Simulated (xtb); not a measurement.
**Run report: CH3NOSZn, geometry relaxation (part 1 of 3)**

System: CH3NOSZn, SMILES [NH2][Zn][C](=O)S.
Method: GFN1-xTB (xtb 6.7.1).

The geometry comes from this level: GFN2-xTB.

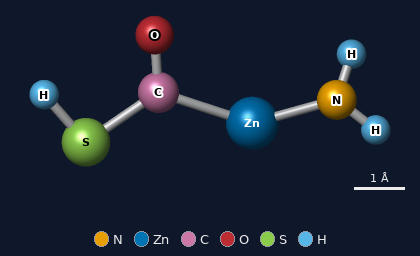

**Figure 1.** The structure as given in the input (ball-and-stick view, seen on its broad side). Sticks mark near contacts. Bond lengths as drawn: C–O 1.20 Å, C–S 1.78 Å, C–Zn 2.04 Å, H–N 1.01 Å, H–S 1.34 Å and N–Zn 1.86 Å.

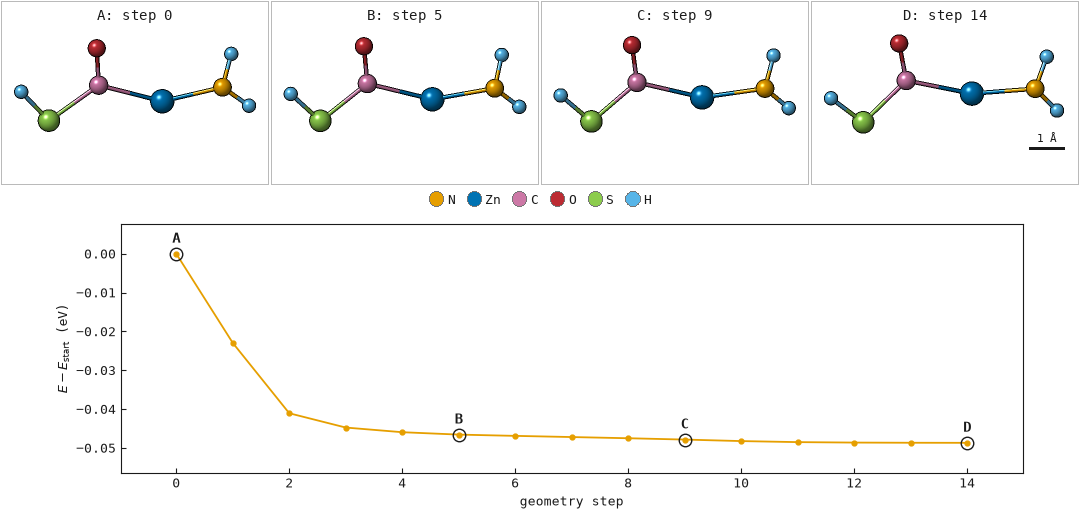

**Figure 2.** Frames of the relaxation (ball-and-stick view, seen at a tilt) above the curves, on which the letters mark them (steps are counted from 0).

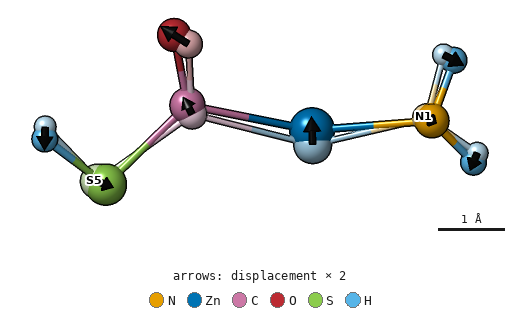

**Figure 3.** Start (faint) and end (solid) with the displacements as black arrows, magnified 2 times (ball-and-stick view, seen at a tilt). The two geometries are laid on each other by the best rigid fit. Over 14 geometry steps the energy falls by 0.049 eV. The largest move after the best rigid fit is that of O4, 0.26 Å. Largest moves by element: O 0.26 Å, Zn 0.22 Å, H 0.19 Å, C 0.16 Å, S 0.14 Å, N 0.11 Å. Among the contacts that change: N1–Zn2 1.856 → 1.922 Å, Zn2–C3 2.040 → 2.091 Å, C3–S5 1.783 → 1.750 Å, S5–H8 1.338 → 1.332 Å. Among the angles that change: Zn2–N1–H6 121.5° → 115.8°, Zn2–N1–H7 115.0° → 109.4°, Zn2–C3–S5 126.6° → 121.4°. (Atoms are counted from 1 in the order of the input.)

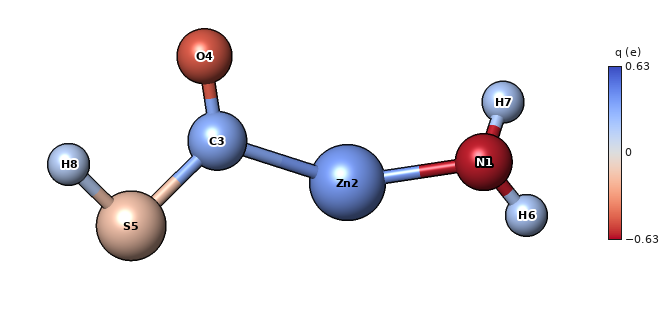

**Figure 4.** Mulliken charges, as the colour of each atom (ball-and-stick view, seen at a tilt; atoms are numbered from 1 in the order of the input). By element: N −0.60, Zn +0.38, C +0.32, O −0.48, S −0.16 and H +0.16 to +0.19 e.

These pictures come from the run below.

## Input (input.xyz)
```
8

N     -1.03449     1.06935     1.84759
Zn    -0.55466     0.76819     0.07994
C      0.55737    -0.60340    -0.94236
O      0.57681    -1.68799    -0.42777
S      1.49194    -0.31497    -2.43286
H     -1.41432     1.95691     2.14712
H     -1.62812     0.35829     2.25728
H      2.00548    -1.54637    -2.52894
```

## File input.inp
```
$chrg 0
$spin 0
$end
```

Command:
```bash
xtb input.xyz --opt tight --gfn 1 --input input.inp --parallel 1 | tee run.log
```

## Log
```
* xtb version 6.7.1
   ID    Z sym.   atoms
    1    7 N      1
    2   30 Zn     2
    3    6 C      3
    4    8 O      4
    5   16 S      5
    6    1 H      6-8

           -------------------------------------------------
          |                Calculation Setup                |
           -------------------------------------------------

          program call               : xtb input.xyz --opt tight --gfn 1 --input input.inp --parallel 1
          coordinate file            : input.xyz
          omp threads                :                     1

           -------------------------------------------------
          |                 G F N 1 - x T B                 |
           -------------------------------------------------

      * Hamiltonian:
        H0-scaling (s, p, d)           1.850000    2.250000    2.000000
        zeta-weighting                 0.000000
      * Dispersion:
        s8                             2.400000
        a1                             0.630000
        a2                             5.000000
        s9                             0.000000
      * Repulsion:
        kExp                           1.500000
        rExp                           1.000000
      * Coulomb:
        alpha                          2.000000
        third order                    atomic
        anisotropic                    false
      * Halogen bond correction:
        rad-scale                      1.300000
        damping                        0.440000

          ...................................................
          :                      SETUP                      :
          :.................................................:
          :  # basis functions                  32          :
          :  # atomic orbitals                  31          :
          :  # shells                           17          :
          :  # electrons                        26          :
          :  # halogen bonds                     0          :
          :  max. iterations                   250          :
          :  Hamiltonian                  GFN1-xTB          :
          :  restarted?                      false          :
          :  GBSA solvation                  false          :
          :  PC potential                    false          :
          :  electronic temp.          300.0000000     K    :
          :  accuracy                    1.0000000          :
          :  -> integral cutoff          0.2500000E+02      :
          :  -> integral neglect         0.1000000E-07      :
          :  -> SCF convergence          0.1000000E-05 Eh   :
          :  -> wf. convergence          0.2000000E-04 e    :
          :  Broyden damping             0.4000000          :
          :  net charge                          0          :
          :  unpaired electrons                  0          :
          ...................................................

 iter      E             dE          RMSdq      gap      omega  full diag
   1    -16.0214576 -0.160215E+02  0.648E+00    2.84       0.0  T
   2    -16.1306583 -0.109201E+00  0.421E+00    1.80       1.0  T
   3    -16.1640264 -0.333681E-01  0.259E+00    3.09       1.0  T
   4    -16.1769418 -0.129154E-01  0.508E-01    2.60       1.0  T
   5    -16.1793002 -0.235849E-02  0.103E-01    2.83       1.0  T
   6    -16.1793697 -0.695003E-04  0.392E-02    2.80       1.0  T
   7    -16.1793739 -0.418132E-05  0.137E-02    2.79       2.6  T
   8    -16.1793749 -0.100640E-05  0.548E-03    2.80       6.4  T
   9    -16.1793752 -0.252778E-06  0.298E-03    2.80      11.9  T
  10    -16.1793753 -0.851434E-07  0.126E-04    2.80     279.7  T
  11    -16.1793753 -0.168242E-09  0.284E-05    2.80    1246.0  T

   *** convergence criteria satisfied after 11 iterations ***

         #    Occupation            Energy/Eh            Energy/eV
      -------------------------------------------------------------
         1        2.0000           -0.8730731             -23.7575
       ...           ...                  ...                  ...
         7        2.0000           -0.5490555             -14.9406
         8        2.0000           -0.5131910             -13.9646
         9        2.0000           -0.4974281             -13.5357
        10        2.0000           -0.4651238             -12.6567
        11        2.0000           -0.4304890             -11.7142
        12        2.0000           -0.4004730             -10.8974
        13        2.0000           -0.3713582             -10.1052 (HOMO)
        14                         -0.2685998              -7.3090 (LUMO)
        15                         -0.2595109              -7.0617
        16                         -0.1718747              -4.6769
        17                         -0.1519372              -4.1344
        18                         -0.1227435              -3.3400
       ...                                ...                  ...
        31                          0.7081965              19.2710
      -------------------------------------------------------------
                  HL-Gap            0.1027585 Eh            2.7962 eV
             Fermi-level           -0.3199790 Eh           -8.7071 eV

 SCC (total)                   0 d,  0 h,  0 min,  0.003 sec
 SCC setup                      ...        0 min,  0.000 sec (  1.282%)
 Dispersion                     ...        0 min,  0.000 sec (  0.554%)
 classical contributions        ...        0 min,  0.000 sec (  0.318%)
 integral evaluation            ...        0 min,  0.001 sec ( 23.419%)
 iterations                     ...        0 min,  0.001 sec ( 33.608%)
 molecular gradient             ...        0 min,  0.001 sec ( 39.092%)
 printout                       ...        0 min,  0.000 sec (  1.513%)

         :::::::::::::::::::::::::::::::::::::::::::::::::::::
         ::                     SUMMARY                     ::
         :::::::::::::::::::::::::::::::::::::::::::::::::::::
         :: total energy             -16.075836424740 Eh    ::
         :: gradient norm              0.023642390466 Eh/a0 ::
         :: HOMO-LUMO gap              2.796199821755 eV    ::
         ::.................................................::
         :: SCC energy               -16.179375272975 Eh    ::
         :: -> electrostatic           0.075587808434 Eh    ::
         :: repulsion energy           0.106092433755 Eh    ::
         :: dispersion energy         -0.002553585520 Eh    ::
         :: halogen bond corr.         0.000000000000 Eh    ::
         :: add. restraining           0.000000000000 Eh    ::
         :: total charge               0.000000000000 e     ::
         :::::::::::::::::::::::::::::::::::::::::::::::::::::

      -----------------------------------------------------------
     |                   =====================                   |
     |                        A N C O P T                        |
     |                   =====================                   |
     |               Approximate Normal Coordinate               |
     |                Rational Function Optimizer                |
      -----------------------------------------------------------
      -----------------------------------------------------------
     |                   =====================                   |
     |                        A N C O P T                        |
     |                   =====================                   |
     |               Approximate Normal Coordinate               |
     |                Rational Function Optimizer                |
      -----------------------------------------------------------

          ...................................................
          :                      SETUP                      :
          :.................................................:
          :   optimization level             tight          :
          :   max. optcycles                   200          :
          :   ANC micro-cycles                  20          :
          :   degrees of freedom                18          :
          :.................................................:
          :   RF solver                   davidson          :
          :   write xtbopt.log                true          :
          :   linear?                        false          :
          :   energy convergence         0.1000000E-05 Eh   :
          :   grad. convergence          0.8000000E-03 Eh/α :
          :   maxmium RF displ.          1.0000000          :
          :   Hlow (freq-cutoff)         0.1000000E-01      :
          :   Hmax (freq-cutoff)         5.0000000          :
          :   S6 in model hess.         20.0000000          :
          ...................................................

generating ANC from exact Hessian ...
Using Lindh-Hessian (1995)
 Shifting diagonal of input Hessian by    9.7713850252637256E-003
 Lowest  eigenvalues of input Hessian
    0.000000    0.000000    0.000000    0.000000    0.000000    0.010000
    0.000000    0.010969    0.012501    0.017004    0.030081    0.038849
    0.040210    0.062862    0.083743    0.139256    0.215168    0.308764
 Highest eigenvalues
    0.545498    0.806288    0.976388    1.242219    1.287807    2.035305

........................................................................
.............................. CYCLE    1 ..............................
........................................................................

 iter      E             dE          RMSdq      gap      omega  full diag
   1    -16.1793753 -0.161794E+02  0.116E-06    2.80       0.0  T
   2    -16.1793753  0.177636E-13  0.778E-07    2.80   45467.0  T
   3    -16.1793753  0.000000E+00  0.380E-07    2.80   93031.0  T
     SCC iter.                  ...        0 min,  0.000 sec
     gradient                   ...        0 min,  0.001 sec
 * total energy  :   -16.0758364 Eh     change       -0.8448353E-11 Eh
   gradient norm :     0.0236424 Eh/α   predicted     0.0000000E+00 (-100.00%)
   displ. norm   :     0.0986592 α      lambda       -0.1071353E-02
   maximum displ.:     0.0570076 α      in ANC's #9, #3, #7, ...

........................................................................
.............................. CYCLE    2 ..............................
........................................................................

 iter      E             dE          RMSdq      gap      omega  full diag
   1    -16.1796033 -0.161796E+02  0.125E-01    2.70       0.0  T
   2    -16.1796596 -0.563413E-04  0.581E-02    2.75       1.0  T
   3    -16.1796920 -0.323905E-04  0.357E-02    2.72       1.0  T
   4    -16.1796973 -0.529592E-05  0.131E-02    2.73       2.7  T
   5    -16.1796977 -0.390615E-06  0.136E-03    2.73      25.9  T
   6    -16.1796977 -0.786912E-08  0.426E-04    2.73      83.0  T
   7    -16.1796977 -0.590394E-09  0.637E-05    2.73     555.2  T
   8    -16.1796977 -0.237215E-10  0.164E-05    2.73    2151.4  T
     SCC iter.                  ...        0 min,  0.001 sec
     gradient                   ...        0 min,  0.001 sec
 * total energy  :   -16.0766800 Eh     change       -0.8436116E-03 Eh
   gradient norm :     0.0156543 Eh/α   predicted    -0.5408896E-03 ( -35.88%)
   displ. norm   :     0.2000416 α      lambda       -0.1577370E-02
   maximum displ.:     0.1137478 α      in ANC's #9, #3, #10, ...

........................................................................
.............................. CYCLE    3 ..............................
........................................................................
```
